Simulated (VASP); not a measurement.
Band structure of Ti2Ag (space group Fd-3m). Computed with PBE GGA, VASP's PBE PAW potentials (set 64) (plane waves; VASP 6.6.1).

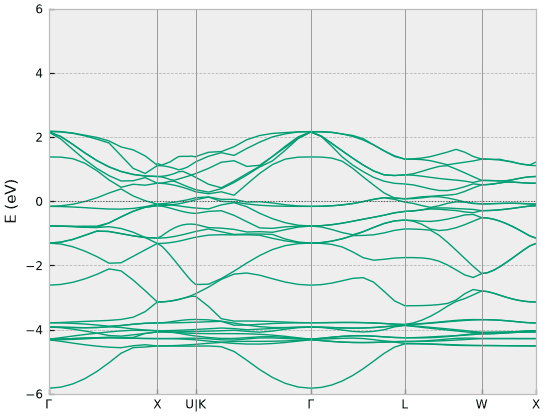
Fig. 1. Bands along high-symmetry lines, zero at the valence-band maximum or, without a gap, the Fermi level

**Question.** Read the plot: is there a gap, and where are the band edges?

**Answer.** It has no gap at this level: it comes out as a metal or semimetal.

The structure was generated: Ti2Ag was put into an ordered model structure, which need not be its known phase. The cell was not relaxed at this level.
